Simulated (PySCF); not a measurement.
H$_{6}$N$_{2}$Si$_{2}$ (SMILES N[Si]N[SiH3]) (triplet)

```xyz
10

Si   -0.6024   -1.3207   -0.0103
N    -0.7418    0.3578    0.4460
Si    0.5369    1.3676    1.0747
N    -0.1571   -1.8057   -1.6205
H    -1.6494    0.7968    0.3096
H     1.3964    1.9688    0.0046
H     1.4185    0.5530    1.9620
H    -0.0759    2.4905    1.8511
H    -0.8496   -2.2409   -2.2224
H     0.7660   -2.1926   -1.7932
```

Geometry: PBE0-D3(BJ)/def2-SVP.

Theory: UKS B3LYP, IGLO-III on N Si, pcH-1 on H, non-relativistic, mean-field spin-orbit, GIAO (PySCF).

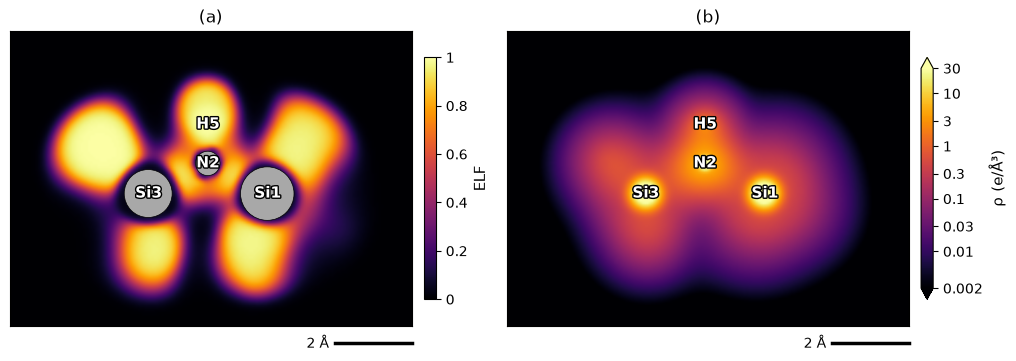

Figure 1. (a) ELF; (b) total electron density on the plane of atoms Si1, N2 and H5. Grey discs cover the atomic cores in the ELF map.

### What does the map show?

The plane passes through Si, N and H nuclei.
Si–N (1.74 Å): ρ is about 1 e/Å³ halfway; the ELF peaks at about 0.90 between the atoms: a shared but strongly polarised pair.
N–H (1.02 Å): the density is about 2.8 e/Å³ at the midpoint; the ELF climbs to about 1 towards the hydrogen, as it does in any bond to H; an ordinary covalent bond to hydrogen.
The ELF also peaks beside Si1, away from the bonds: non-bonding electrons, paired or unpaired.

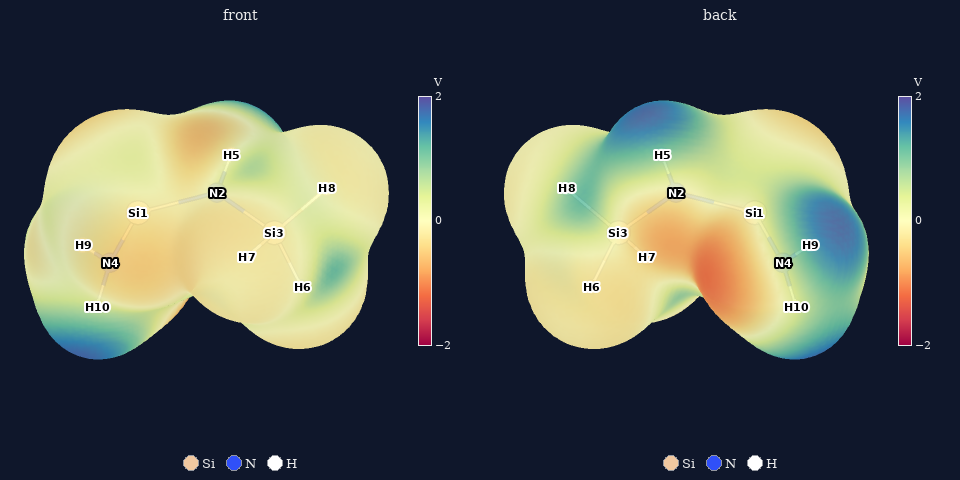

Figure 2. The electrostatic potential painted on the density surface at 0.002 e/bohr³, seen from the front and from behind; red is negative and blue positive.

### Which sites attract a positive test charge, and which a negative one?

A positive charge is drawn to the negative regions and a negative charge to the positive ones. The most negative region (about −1.1 V, or −25 kcal/mol for a unit charge) lies over N4, the most positive (about +1.8 V, or +42 kcal/mol for a unit charge) over H5, H9 and H10. N4 is the likeliest acceptor of a hydrogen bond.
